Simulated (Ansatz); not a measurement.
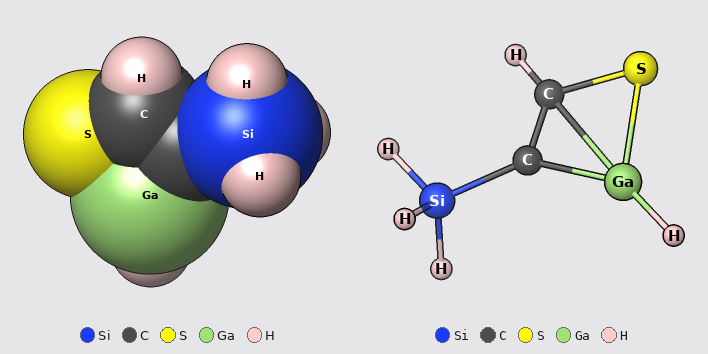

Two views of one molecule.

Description:

The molecule is C2H5GaSSi. This geometry has Cs symmetry. Coordination, clear cases only: 1 Si tetrahedral; 1 C see-saw.

The parts below concern this one geometry. Atoms keep their numbers from picture to picture. The geometry was computed by an optimisation with PBE0-D4/def2-TZVP.

### Levels of theory compared

Program: Ansatz 0.2.0.

Compare dipole (D) at these levels: B3LYP-D4/def2-TZVPP; PBE-D4/def2-TZVPP; PBE0-D4/def2-TZVP; r2SCAN-D4/def2-TZVPP; ωB97M-V/def2-TZVPP.

| level | dipole (D) |
| --- | --- |
| B3LYP-D4/def2-TZVPP | 1.40 |
| PBE-D4/def2-TZVPP | 1.30 |
| PBE0-D4/def2-TZVP | 1.46 |
| r2SCAN-D4/def2-TZVPP | 1.39 |
| ωB97M-V/def2-TZVPP | 1.50 |

### Vibrations

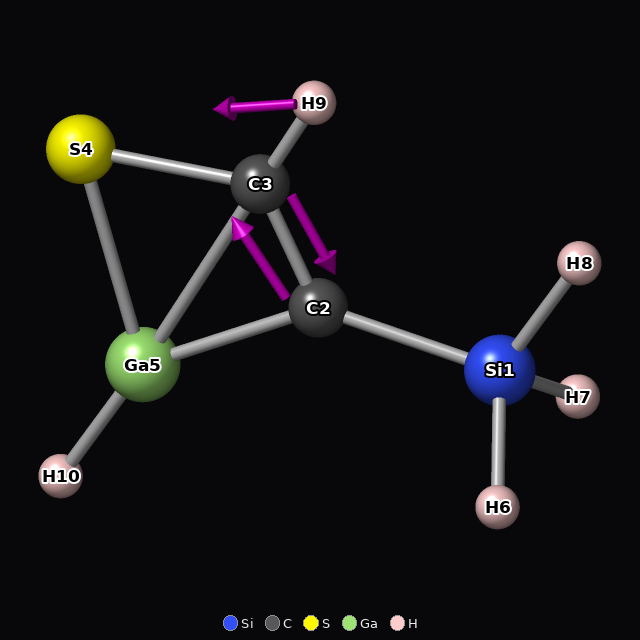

The arrows show one normal mode. Harmonic vibrations computed with RKS PBE0-D4/def2-TZVP (Ansatz 0.2.0) at a stationary point of the same level.

Estimate its harmonic wavenumber.

Answer. 1544 cm⁻¹; it is mode 19 of 24 counted from the lowest.

### Charges

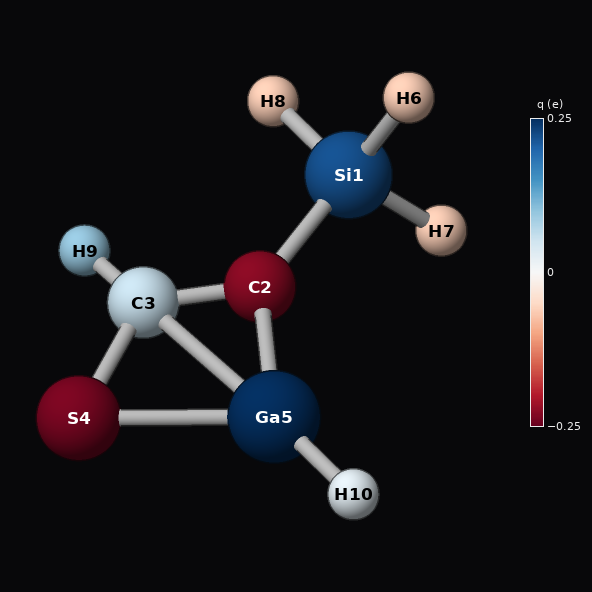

Atoms are coloured by their Mulliken charges. Level of theory: RKS PBE-D4/def2-TZVPP (Ansatz 0.2.0).

Which atom carries the highest charge (most positive or least negative)?

Answer. Ga5 (0.25 e).

And the lowest?

Answer. C2, S4 (−0.23 e).

Give the Mulliken charges atom by atom.

| atom | value (e) |
| --- | --- |
| Si1 | 0.22 |
| C2 | −0.23 |
| C3 | 0.06 |
| S4 | −0.23 |
| Ga5 | 0.25 |
| H6 | −0.06 |
| H7 | −0.06 |
| H8 | −0.06 |
| H9 | 0.09 |
| H10 | 0.03 |

Mulliken values depend strongly on the basis set and can even reverse the polarity of a bond.
